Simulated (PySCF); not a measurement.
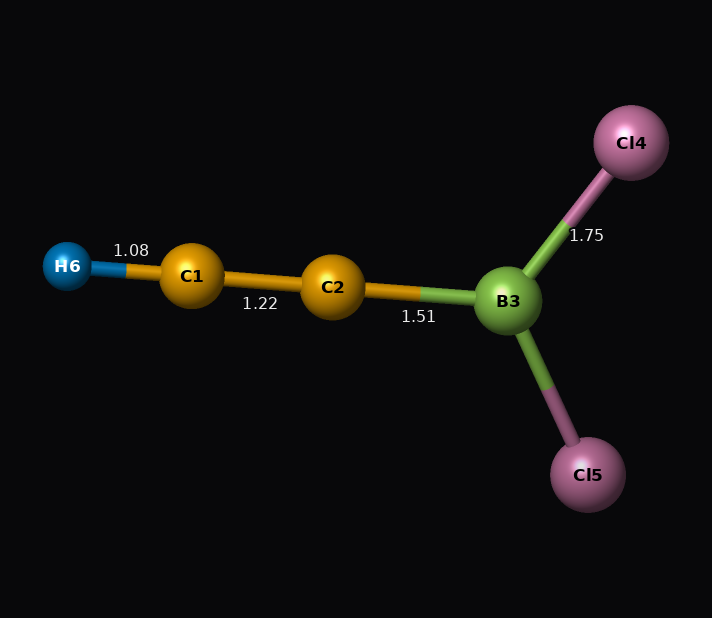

Bond lengths are marked in Å; every bond is drawn as one stick. Computed geometry: PBE0-D3(BJ)/def2-SVP optimisation. No frequency run is at hand to confirm it as a minimum.

Assign a bond order to each marked bond.

C1–C2 triple; C1–H6 single; C2–B3 single; B3–Cl4 single.

Write the SMILES.

C#CB(Cl)Cl
